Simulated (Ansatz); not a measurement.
**CH₃Al+ (quartet): correlated methods under varied settings**

Aim: run CH₃Al+ (quartet) at one geometry under a spread of methods and options, and see what each costs and gives.

Method: the settings change from run to run; program: Ansatz 0.2.0, Gaussian basis.

31 further runs of the same task are left out: 2 for a known fault of the program, 17 that didn't finish, 12 set aside as unsound or not needed. Runs told in other sessions of the task aren't counted.

## Step 1: The geometry

The geometry is a PBE0/def2-TZVP stationary point (not a proven minimum) of the parent state, kept for this charge and spin.

5 atoms, charge 1, spin multiplicity 4.

Atoms are counted from 1 here; the program's logs count them from 0.

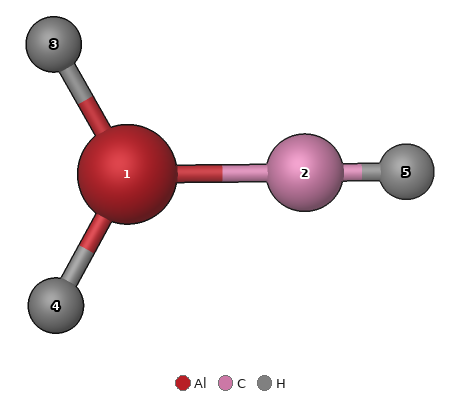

The structure; aluminium red, carbon pink, hydrogen grey; atoms are numbered from 1 in the order of the file.

## Step 2: BCCD(T)/STO-3G

File in.yaml:

```yaml
crystal:
  periodic: [false, false, false]
  atoms:
    - {symbol: Al, position_ang: [0.000000, 0.000000, 0.574312]}
    - {symbol: C, position_ang: [0.000000, 0.000000, -1.315163]}
    - {symbol: H, position_ang: [0.000000, 1.382040, 1.347560]}
    - {symbol: H, position_ang: [0.000000, -1.382040, 1.347560]}
    - {symbol: H, position_ang: [0.000000, 0.000000, -2.397288]}
basis:
  gaussian: {orbitals: STO-3G}
total_charge: 1
magnetization: {spin_polarized: true, initial_magnetization: 3}
hamiltonian: {xc: {name: B3LYP}}
correlation: {method: bccd_t, electrons: valence, diis_vectors: 1}
```

On the command line:

```
ansatz run in.yaml --threads 1 --pin off --events-out ev --progress --plain --max-ram 2393MiB
```

Log, cut to the lines that bear on the results:

```text
Functional definition: B3LYP
  name "B3LYP"
  cite "Stephens, Devlin, Chabalowski & Frisch, J. Phys. Chem. 98, 11623 (1994) doi:10.1021/j100096a001"
  cite "Becke, Phys. Rev. A 38, 3098 (1988) doi:10.1103/PhysRevA.38.3098"
  cite "Lee, Yang & Parr, Phys. Rev. B 37, 785 (1988) doi:10.1103/PhysRevB.37.785"
  cite "Vosko, Wilk & Nusair, Can. J. Phys. 58, 1200 (1980) doi:10.1139/p80-159"
[...]
194 factors; integrals over basis functions are off by at most 5.7e-5 eV
[...]
mean field -7576.72640008 eV, -278.4395595131 hartree, gradient 3.1e-6 eV, S^2 3.772593; 4 other end points of the search recorded, 0 dependent functions left out
6 core orbitals not correlated: weight in the atoms' cores, before any rotation towards them, 0.999 or more for the frozen orbitals, at most 0.001 for the correlated occupied ones
reference -7556.86473476 eV, -277.7096567755 hartree; 6, 3 occupied and 5, 8 virtual orbitals, 194 factors
second order -1.51818394 eV of doubles, -0.19548411 eV of singles
cycle   1  -2.14736454 eV  change   -4.3e-1 eV  update   7.2e-2
[...]
cycle  14  -2.51308629 eV  change   -1.4e-6 eV  update   7.0e-6
perturbative correction -0.04814072 eV, -0.0017691388 hartree
Total energy: -7559.42596177 eV, -277.8037801321 hartree
```

Wall time 2.1 s (1 thread of Intel Xeon Platinum 8259CL at 2.50GHz, shared host).

From the report: ⟨S²⟩ of the determinant 3.773 (pure quartet: 3.75); correlation -2.5612 eV; largest double amplitude 0.13.

## Step 3: CASCI(3,7)/STO-3G

Edit in.yaml of step 2 so:

```diff
@@ -11,4 +11,3 @@
 total_charge: 1
-magnetization: {spin_polarized: true, initial_magnetization: 3}
-hamiltonian: {xc: {name: B3LYP}}
-correlation: {method: bccd_t, electrons: valence, diis_vectors: 1}
+magnetization: {spin_polarized: false, initial_magnetization: 3}
+correlation: {active_space: {window: {electrons: 3, orbitals: 7}, fixed_orbitals: true}}
```

Launched as before.

Log:

```text
Functional definition: HF
  name "HF"
  cite "Fock, Z. Phys. 61, 126 (1930) doi:10.1007/BF01340294"
  parent pbe
  exchange = exact_x
  correlation = 0
194 factors; integrals over basis functions are off by at most 5.7e-5 eV
mean field evaluation 1: about -7555.0730 eV, gradient 1.8e1 eV
mean field evaluation 2: about -7555.0787 eV, gradient 1.8e1 eV
mean field evaluation 4: about -7556.5797 eV, gradient 2.7e0 eV
mean field evaluation 8: about -7556.6345 eV, gradient 1.7e-2 eV
mean field evaluation 16: about -7556.6345 eV, gradient 2.0e-5 eV
mean field evaluation 32: about -7555.0730 eV, gradient 1.8e1 eV
mean field -7557.07058878 eV, -277.7172217714 hartree, gradient 2.2e-6 eV, S^2 3.750000; 5 other end points of the search recorded, 0 dependent functions left out
reference -7557.07058878 eV, -277.7172217714 hartree; 12, 9 occupied and 5, 8 virtual orbitals, 194 factors
state -7557.08783674 eV, -277.7178556222 hartree
Total energy: -7557.08783674 eV, -277.7178556222 hartree
```

Run time: 0.21 s. Hardware: 1 thread of Intel Xeon Platinum 8259CL at 2.50GHz, shared host.

From the report: 12 determinants; active occupations 1.00, 1.00, 1.00, 0.00, 0.00, 0.00, 0.00.

## Step 4: CASCI(9,7)/6-31G

Edit in.yaml of step 3 so:

```diff
@@ -9,5 +9,7 @@
 basis:
-  gaussian: {orbitals: STO-3G}
+  gaussian: {orbitals: 6-31G}
 total_charge: 1
 magnetization: {spin_polarized: false, initial_magnetization: 3}
-correlation: {active_space: {window: {electrons: 3, orbitals: 7}, fixed_orbitals: true}}
+correlation: {active_space: {window: {electrons: 9, orbitals: 7}, fixed_orbitals: true, states: [{multiplicity: 4, weights: [1, 1, 0.5]}, {multiplicity: 6, weights: [1]}], root: 1}}
+scf: {lower_state_search: full}
+output: {forces: true}
```

The command is unchanged.

Log, cut to the lines that bear on the results:

```text
Functional definition: HF
  name "HF"
  cite "Fock, Z. Phys. 61, 126 (1930) doi:10.1007/BF01340294"
  parent pbe
[...]
622 factors; integrals over basis functions are off by at most 2.3e-7 eV
[...]
mean field -7645.75234030 eV, -280.9762160289 hartree, gradient 2.1e-6 eV, S^2 3.750000; 13 other end points of the search recorded, 0 dependent functions left out
reference -7645.75234030 eV, -280.9762160289 hartree; 12, 9 occupied and 16, 19 virtual orbitals, 622 factors
state -7645.81973360 eV, -280.9786926870 hartree
state -7642.69084919 eV, -280.8637083058 hartree
state -7640.67983965 eV, -280.7898050685 hartree
state -7638.88107485 eV, -280.7237016810 hartree
[...]
WARN: the results are in doubt because the forces break the atoms' symmetry
Total energy: -7642.69084919 eV, -280.8637083058 hartree
Atom 0 at     0.000000     0.000000     0.574312 Å, force    -0.000000    -5.867973     1.206961 eV/Å
Atom 1 at     0.000000     0.000000    -1.315163 Å, force    -0.000000     0.842476    -1.040516 eV/Å
Atom 2 at     0.000000     1.382040     1.347560 Å, force    -0.000000     2.513002     0.858930 eV/Å
Atom 3 at     0.000000    -1.382040     1.347560 Å, force     0.000000     2.514951    -0.807677 eV/Å
Atom 4 at     0.000000     0.000000    -2.397288 Å, force     0.000000    -0.002457    -0.217697 eV/Å
Dipole moment:    -0.000000     0.618191     0.226891 e Å
In doubt: the forces break the atoms' symmetry
```

Wall time 1.6 s (1 thread of Intel Xeon Platinum 8259CL at 2.50GHz, shared host).

From the report: 130 determinants; active occupations (of the averaged states) 2.00, 1.98, 1.30, 1.28, 1.10, 1.00, 0.33. Mind the lines of doubt at the end of the log.

## Step 5: CCSD(T)/6-31G

Edit in.yaml of step 4 so:

```diff
@@ -12,4 +12,4 @@
 magnetization: {spin_polarized: false, initial_magnetization: 3}
-correlation: {active_space: {window: {electrons: 9, orbitals: 7}, fixed_orbitals: true, states: [{multiplicity: 4, weights: [1, 1, 0.5]}, {multiplicity: 6, weights: [1]}], root: 1}}
-scf: {lower_state_search: full}
+hamiltonian: {xc: {name: r2SCAN}}
+correlation: {method: ccsd_t, electrons: outside_noble_gas}
 output: {forces: true}
```

Launched as before.

Log, cut to the lines that bear on the results:

```text
Functional definition: r2SCAN
  name "r2SCAN"
  cite "Furness, Kaplan, Ning, Perdew & Sun, J. Phys. Chem. Lett. 11, 8208 (2020) doi:10.1021/acs.jpclett.0c02405"
  cite "Furness, Kaplan, Ning, Perdew & Sun, J. Phys. Chem. Lett. 11, 9248 (2020) doi:10.1021/acs.jpclett.0c03077"
  parent r2scan
[...]
361 factors; integrals over basis functions are off by at most 2.6e-4 eV
[...]
mean field -7664.97540671 eV, -281.6826506896 hartree, gradient 1.8e-6 eV, S^2 3.750000; 6 other end points of the search recorded, 0 dependent functions left out
[...]
6 core orbitals not correlated: weight in the atoms' cores, before any rotation towards them, 1.000 or more for the frozen orbitals, at most 0.000 for the correlated occupied ones
reference -7645.31164785 eV, -280.9600208803 hartree; 6, 3 occupied and 16, 19 virtual orbitals, 361 factors
second order -2.45888692 eV of doubles, -0.36703187 eV of singles
cycle   1  -3.29521369 eV  change   -5.1e-1 eV  update   7.0e-2
[...]
cycle  17  -3.60760850 eV  change    1.9e-9 eV  update   3.3e-8
perturbative correction -0.06894506 eV, -0.0025336842 hartree
WARN: these amplitudes may be one of several solutions (largest doubles amplitude 0.12, level shift 0.47 eV)
[...]
Total energy: -7648.98820141 eV, -281.0951317314 hartree
Atom 0 at     0.000000     0.000000     0.574312 Å, force     0.000000    -0.000001    -2.910114 eV/Å
Atom 1 at     0.000000     0.000000    -1.315163 Å, force    -0.000000     0.000000    -0.019387 eV/Å
Atom 2 at     0.000000     1.382040     1.347560 Å, force    -0.000000     1.211263     1.624220 eV/Å
Atom 3 at     0.000000    -1.382040     1.347560 Å, force     0.000000    -1.211262     1.624220 eV/Å
Atom 4 at     0.000000     0.000000    -2.397288 Å, force     0.000000    -0.000000    -0.318940 eV/Å
Dipole moment:    -0.000000     0.000000     0.604474 e Å
```

It took 8 s on 1 thread of Intel Xeon Platinum 8259CL at 2.50GHz, shared host.

From the report: correlation -3.6766 eV; T1 0.036; largest double amplitude 0.12. The orbitals are Kohn-Sham ones, so correlation energy and T1 don't compare with those on Hartree-Fock orbitals. The report flags that the cluster equations may have other roots.

## Step 6: HF (ROHF)/cc-pVDZ

Edit in.yaml of step 5 so:

```diff
@@ -9,7 +9,6 @@
 basis:
-  gaussian: {orbitals: 6-31G}
+  gaussian: {orbitals: cc-pVDZ}
 total_charge: 1
 magnetization: {spin_polarized: false, initial_magnetization: 3}
-hamiltonian: {xc: {name: r2SCAN}}
-correlation: {method: ccsd_t, electrons: outside_noble_gas}
-output: {forces: true}
+hamiltonian: {xc: hf, pseudopotentials: {relativity: scalar}}
+output: {orbitals: {seedname: orbitals}}
```

Same command.

Log:

```text
Functional definition: HF
  name "HF"
  cite "Fock, Z. Phys. 61, 126 (1930) doi:10.1007/BF01340294"
  parent pbe
  exchange = exact_x
  correlation = 0
443 factors; integrals over basis functions are off by at most 9.2e-4 eV
mean field evaluation 1: about -7656.1444 eV, gradient 2.2e1 eV
mean field evaluation 2: about -7656.1463 eV, gradient 2.2e1 eV
mean field evaluation 4: about -7658.1885 eV, gradient 3.0e0 eV
mean field evaluation 8: about -7658.2431 eV, gradient 2.5e-3 eV
mean field evaluation 16: about -7658.2431 eV, gradient 9.3e-5 eV
mean field evaluation 32: about -7658.2431 eV, gradient 2.9e-2 eV
mean field -7658.49448475 eV, -281.4444812004 hartree, gradient 4.8e-5 eV, S^2 3.750000; 3 other end points of the search recorded, 0 dependent functions left out
reference -7658.49448475 eV, -281.4444812004 hartree; 12, 9 occupied and 35, 38 virtual orbitals, 443 factors
Total energy: -7658.49448475 eV, -281.4444812004 hartree
Relativity: scalar
```

Run time: 0.72 s. Hardware: 1 thread of Intel Xeon Platinum 8259CL at 2.50GHz, shared host.

## Step 7: CCSD(T) on ROHF/cc-pVDZ

Edit in.yaml of step 6 so:

```diff
@@ -12,3 +12,4 @@
 magnetization: {spin_polarized: false, initial_magnetization: 3}
-hamiltonian: {xc: hf, pseudopotentials: {relativity: scalar}}
-output: {orbitals: {seedname: orbitals}}
+correlation: {method: ccsd_t, electrons: valence}
+accuracy: high
+scf: {lower_state_search: full}
```

Launched as before.

Log, cut to the lines that bear on the results:

```text
Functional definition: HF
  name "HF"
  cite "Fock, Z. Phys. 61, 126 (1930) doi:10.1007/BF01340294"
  parent pbe
[...]
993 factors; integrals over basis functions are off by at most 3.7e-9 eV
[...]
mean field -7647.37215511 eV, -281.0357431254 hartree, gradient 2.3e-8 eV, S^2 3.750000; 15 other end points of the search recorded, 0 dependent functions left out
[...]
determinant -7647.37215511 eV, -281.0357431254 hartree, with singles and doubles -7652.15299172 eV, -281.2114356299 hartree
determinant -7647.11995091 eV, -281.0264747920 hartree, with singles and doubles -7652.24181077 eV, -281.2146996700 hartree
determinant -7646.83218531 eV, -281.0158996012 hartree, with singles and doubles -7651.60610825 eV, -281.1913380332 hartree
determinant -7646.66307474 eV, -281.0096849025 hartree, with singles and doubles -7651.77450408 eV, -281.1975264658 hartree
determinant -7641.32699789 eV, -280.8135876949 hartree, with singles and doubles -7646.66289373 eV, -281.0096782505 hartree
determinant -7647.37215511 eV, -281.0357431254 hartree, with singles and doubles -7652.21587935 eV, -281.2137467078 hartree
determinant -7647.11995091 eV, -281.0264747920 hartree, with singles and doubles -7652.24215568 eV, -281.2147123453 hartree
determinant -7646.66307474 eV, -281.0096849025 hartree, with singles and doubles -7651.60472749 eV, -281.1912872912 hartree
[...]
6 core orbitals not correlated: weight in the atoms' cores, before any rotation towards them, 1.000 or more for the frozen orbitals, at most 0.000 for the correlated occupied ones
reference -7647.11995091 eV, -281.0264747920 hartree; 6, 3 occupied and 35, 38 virtual orbitals, 993 factors
second order -3.88892534 eV of doubles, -0.28140175 eV of singles
cycle   1  -4.82082794 eV  change   -7.1e-1 eV  update   6.8e-2
[...]
cycle  24  -5.12220206 eV  change  -2.5e-10 eV  update  5.1e-10
perturbative correction -0.11823613 eV, -0.0043450977 hartree
WARN: these amplitudes may be one of several solutions (largest doubles amplitude 0.11, level shift 0.53 eV)
Total energy: -7652.36038910 eV, -281.2190573434 hartree
```

It took 13 s on 1 thread of Intel Xeon Platinum 8259CL at 2.50GHz, shared host.

From the report: correlation -5.2404 eV; T1 0.031; largest double amplitude 0.11. The report flags that the cluster equations may have other roots.

## Step 8: CCSD(T) on UHF/cc-pVDZ

Edit in.yaml of step 7 so:

```diff
@@ -9,7 +9,5 @@
 basis:
-  gaussian: {orbitals: cc-pVDZ}
+  gaussian: {orbitals: cc-pVDZ, fitting: {mean_field: def2-universal-jkfit}}
 total_charge: 1
-magnetization: {spin_polarized: false, initial_magnetization: 3}
-correlation: {method: ccsd_t, electrons: valence}
-accuracy: high
-scf: {lower_state_search: full}
+magnetization: {spin_polarized: true, initial_magnetization: 3}
+correlation: {method: ccsd_t, electrons: outside_noble_gas}
```

Launched as before.

Log, cut to the lines that bear on the results:

```text
Functional definition: HF
  name "HF"
  cite "Fock, Z. Phys. 61, 126 (1930) doi:10.1007/BF01340294"
  parent pbe
[...]
257 factors; integrals over basis functions are off by at most 4.0e-1 eV
[...]
mean field -7647.71927333 eV, -281.0484994845 hartree, gradient 3.0e-6 eV, S^2 3.852932; 6 other end points of the search recorded, 0 dependent functions left out
determinant -7647.71927333 eV, -281.0484994845 hartree, with singles and doubles -7652.25165495 eV, -281.2150614370 hartree
determinant -7647.05539233 eV, -281.0241023078 hartree, with singles and doubles -7651.61421858 eV, -281.1916360823 hartree
6 core orbitals not correlated: weight in the atoms' cores, before any rotation towards them, 1.000 or more for the frozen orbitals, at most 0.000 for the correlated occupied ones
reference -7647.71927333 eV, -281.0484994845 hartree; 6, 3 occupied and 35, 38 virtual orbitals, 257 factors
second order -3.52524996 eV of doubles, -0.00000000 eV of singles
cycle   1  -4.53243318 eV  change   -5.2e-5 eV  update   5.9e-4
[...]
cycle   7  -4.53268535 eV  change   -9.1e-6 eV  update   1.9e-6
perturbative correction -0.10761265 eV, -0.0039546919 hartree
Total energy: -7652.35957133 eV, -281.2190272906 hartree
```

It took 2.2 s on 1 thread of Intel Xeon Platinum 8259CL at 2.50GHz, shared host.

From the report: ⟨S²⟩ of the determinant 3.853 (pure quartet: 3.75); correlation -4.6403 eV; T1 0.027; largest double amplitude 0.11.

## Step 9: HF (ROHF)/cc-pVDZ

Edit in.yaml of step 8 so:

```diff
@@ -9,5 +9,7 @@
 basis:
-  gaussian: {orbitals: cc-pVDZ, fitting: {mean_field: def2-universal-jkfit}}
+  gaussian: {orbitals: cc-pVDZ}
 total_charge: 1
-magnetization: {spin_polarized: true, initial_magnetization: 3}
-correlation: {method: ccsd_t, electrons: outside_noble_gas}
+magnetization: {spin_polarized: false, initial_magnetization: 3}
+hamiltonian: {xc: hf}
+accuracy: high
+output: {orbitals: {seedname: orbitals}}
```

Same command.

Log:

```text
Functional definition: HF
  name "HF"
  cite "Fock, Z. Phys. 61, 126 (1930) doi:10.1007/BF01340294"
  parent pbe
  exchange = exact_x
  correlation = 0
993 factors; integrals over basis functions are off by at most 3.7e-9 eV
mean field evaluation 1: about -7645.0196 eV, gradient 2.2e1 eV
mean field evaluation 2: about -7645.0244 eV, gradient 2.2e1 eV
mean field evaluation 4: about -7647.0654 eV, gradient 3.0e0 eV
mean field evaluation 8: about -7647.1200 eV, gradient 2.5e-3 eV
mean field evaluation 16: about -7647.1200 eV, gradient 9.1e-5 eV
mean field evaluation 32: about -7647.3721 eV, gradient 2.7e-2 eV
mean field evaluation 64: about -7646.8332 eV, gradient 1.2e-1 eV
mean field -7647.37215511 eV, -281.0357431254 hartree, gradient 2.3e-8 eV, S^2 3.750000; 3 other end points of the search recorded, 0 dependent functions left out
reference -7647.37215511 eV, -281.0357431254 hartree; 12, 9 occupied and 35, 38 virtual orbitals, 993 factors
Total energy: -7647.37215511 eV, -281.0357431254 hartree
```

It took 1.4 s on 1 thread of Intel Xeon Platinum 8259CL at 2.50GHz, shared host.

## Step 10: CCSDT/6-31G*

Edit in.yaml of step 9 so:

```diff
@@ -9,7 +9,7 @@
 basis:
-  gaussian: {orbitals: cc-pVDZ}
+  gaussian: {orbitals: "6-31G*"}
 total_charge: 1
 magnetization: {spin_polarized: false, initial_magnetization: 3}
-hamiltonian: {xc: hf}
-accuracy: high
-output: {orbitals: {seedname: orbitals}}
+hamiltonian: {xc: {name: PBE0}}
+correlation: {method: ccsdt, electrons: outside_noble_gas}
+output: {forces: true}
```

The command is unchanged.

Log, cut to the lines that bear on the results:

```text
Functional definition: PBE0
  name "PBE0"
  cite "Adamo & Barone, J. Chem. Phys. 110, 6158 (1999) doi:10.1063/1.478522"
  cite "Perdew, Burke & Ernzerhof, Phys. Rev. Lett. 77, 3865 (1996) doi:10.1103/PhysRevLett.77.3865"
  parent pbe
[...]
720 factors; integrals over basis functions are off by at most 1.7e-7 eV
[...]
mean field -7662.63220834 eV, -281.5965397380 hartree, gradient 2.2e-6 eV, S^2 3.750000; 3 other end points of the search recorded, 0 dependent functions left out
[...]
6 core orbitals not correlated: weight in the atoms' cores, before any rotation towards them, 1.000 or more for the frozen orbitals, at most 0.000 for the correlated occupied ones
reference -7646.40619873 eV, -281.0002448831 hartree; 6, 3 occupied and 28, 31 virtual orbitals, 720 factors
second order -3.65431228 eV of doubles, -0.37335838 eV of singles
cycle   1  -4.53786283 eV  change   -6.3e-1 eV  update   7.0e-2
[...]
cycle  19  -4.97207317 eV  change   -2.0e-7 eV  update   1.1e-7
WARN: these amplitudes may be one of several solutions (largest doubles amplitude 0.12, level shift 0.96 eV)
[...]
Total energy: -7651.37827191 eV, -281.1829652021 hartree
Atom 0 at     0.000000     0.000000     0.574312 Å, force    -0.000000    -0.000000    -3.576621 eV/Å
Atom 1 at     0.000000     0.000000    -1.315163 Å, force     0.000000     0.000000     0.917985 eV/Å
Atom 2 at     0.000000     1.382040     1.347560 Å, force    -0.000000     0.968184     1.408926 eV/Å
Atom 3 at     0.000000    -1.382040     1.347560 Å, force     0.000000    -0.968183     1.408926 eV/Å
Atom 4 at     0.000000     0.000000    -2.397288 Å, force    -0.000000     0.000000    -0.159216 eV/Å
Dipole moment:    -0.000000     0.000000     0.616693 e Å
```

Wall time 57 s (1 thread of Intel Xeon Platinum 8259CL at 2.50GHz, shared host); peak memory 0.57 GiB.

From the report: correlation -4.9721 eV; T1 0.032; largest double amplitude 0.12. The orbitals are Kohn-Sham ones, so correlation energy and T1 don't compare with those on Hartree-Fock orbitals. The report flags that the cluster equations may have other roots.

## Step 11: All runs side by side

Where basis and cores are those of an earlier UCCSDT(Q)/cc-pVDZ run (-7652.3978 eV), and the records show the same count of frozen orbitals and kind of state, the miss against it is given; a blank cell means that this couldn't be shown. † marks a result that the program doubts.

```tsv
level	correlated	functions	energy (eV)	from UCCSDT(Q) (meV)	time
BCCD(T)/STO-3G (on B3LYP orbitals)	valence	17	-7559.4260		2.1 s
CASCI(3,7)/STO-3G		17	-7557.0878		0.21 s
CASCI(9,7)/6-31G (excited root 1 of an average) †		28	-7642.6908		1.6 s
CCSD(T)/6-31G (on r2SCAN orbitals) †	outside noble gas	28	-7648.9882		8 s
HF (ROHF)/cc-pVDZ (relativity set)		47	-7658.4945		0.72 s
CCSD(T) on ROHF/cc-pVDZ †	valence	47	-7652.3604	37.4	13 s
CCSD(T) on UHF/cc-pVDZ	outside noble gas	47	-7652.3596	38.2	2.2 s
HF (ROHF)/cc-pVDZ		47	-7647.3722	5025.7	1.4 s
CCSDT/6-31G* (on PBE0 orbitals) †	outside noble gas	40	-7651.3783		57 s
```

## Step 12: Summary of results

| quantity | value |
| --- | --- |
| runs | 9 |
| quickest | CASCI(3,7)/STO-3G, 0.21 s |
| slowest | CCSDT/6-31G* (on PBE0 orbitals) †, 57 s |

In words: Total energies in different bases, with other cores or another treatment of relativity can't be set against each other. CCSDT/6-31G* (on PBE0 orbitals) † took 269 times as long as CASCI(3,7)/STO-3G; the jobs differ in more than the method. Among the correlated runs with a miss given, it spans +37 to +38 meV. Hartree-Fock, CASSCF and CASCI lack dynamic correlation by design.
